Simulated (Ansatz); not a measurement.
## Electronic structure of CH4BFSi in real space

Input file:

```
crystal:
  periodic: [false, false, false]
  atoms:
    - symbol: C
      position_ang: [-1.617852, -0.065891, -0.262743]
    - symbol: B
      position_ang: [-1.321210, -1.113396, 0.798851]
    - symbol: F
      position_ang: [-2.315063, -1.670753, 1.504404]
    - symbol: Si
      position_ang: [-0.310584, 0.618361, -1.139783]
    - symbol: H
      position_ang: [-0.205233, -1.492318, 1.059530]
    - symbol: H
      position_ang: [-2.643317, 0.250475, -0.468861]
    - symbol: H
      position_ang: [1.093886, 0.213480, -0.887252]
    - symbol: H
      position_ang: [-0.457478, 1.648006, -2.200939]
basis:
  gaussian: {orbitals: def2-TZVPD}
total_charge: 0
hamiltonian: {xc: pbe0}
output: {forces: true, orbitals: {seedname: orbitals}}
```

Run with:

```sh
ansatz run input.yaml --threads 2 --pin off --max-ram 4350MiB --events-out events.jsonl --progress --plain --runs-dir runs
```

Geometry: PBE0-D3(BJ)/pcseg-1.

Level of theory: Ansatz, isolated molecule in a Gaussian basis; Kohn-Sham density functional theory, functional PBE0.

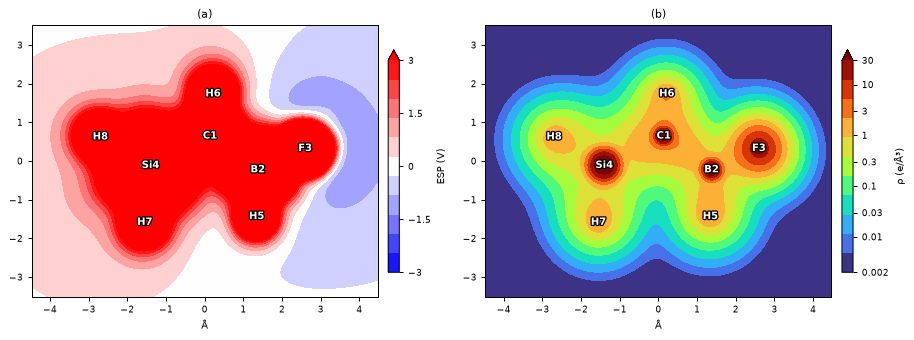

Figure 1. (a) electrostatic potential; (b) electron density on the molecular plane.

What do the fields say about this system?

Answer. The section cuts through C, B, F, Si and H sites. B–F (1.34 Å): ρ at the midpoint is about 2.1 e/Å³. C–B (1.52 Å): the density is about 1.5 e/Å³ at the midpoint. C–Si (1.72 Å): ρ at the midpoint is about 1.2 e/Å³. C–H (1.09 Å): the density is about 2 e/Å³ at the midpoint. B–H (1.21 Å): ρ is about 1.3 e/Å³ halfway. Outside the dense part of the molecule the potential is most negative (−1.2 V) near F3.

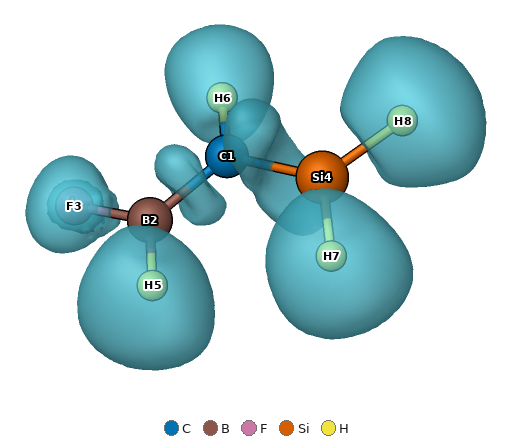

Figure 2. Isosurface of the electron localisation function at 0.8 (cyan), seen at a tilt. Core shells and regions of very low density are left out.

Identify the bonds, lone pairs and shells in this picture.

Answer. At this value the surface marks out one region between bonded B–C atoms (shared pairs), one region between bonded C–Si atoms (shared pairs), four regions around hydrogen nuclei and one region on F in which the atom's valence shell and bonds are merged. Profiles from the grid: B–F (1.34 Å): the ELF peaks at about 0.85 between the atoms; a polar covalent bond. C–B (1.52 Å): the ELF peaks at about 0.95 between the atoms: a covalent bond.

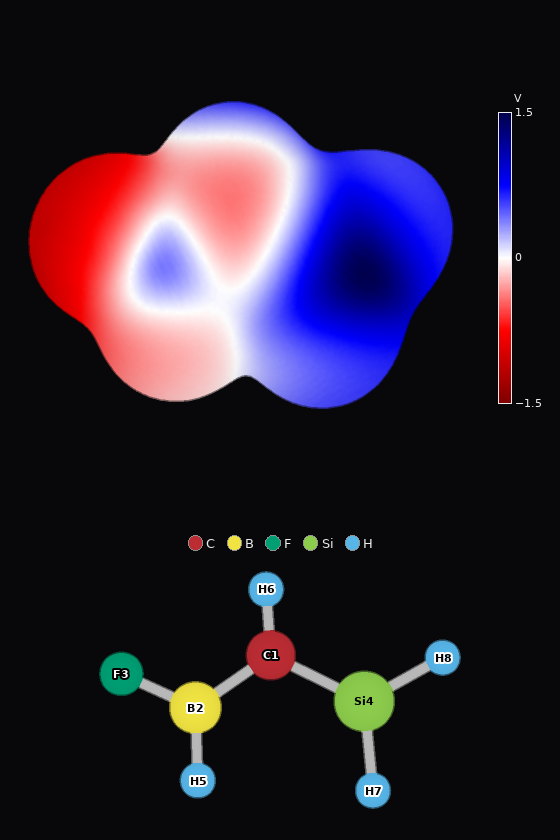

Figure 3. The molecular electrostatic potential painted on the density surface at 0.001 e/bohr³, seen across its widest extent; red is negative and blue positive. The bare structure is drawn below in the same view.

Describe the electrostatic potential map.

Answer. The most negative region (about −1.1 V) lies over F3, the most positive (about +1.5 V) over Si4.

How polar is the molecule by this calculation?

Answer. Its dipole moment is 3.42 D.
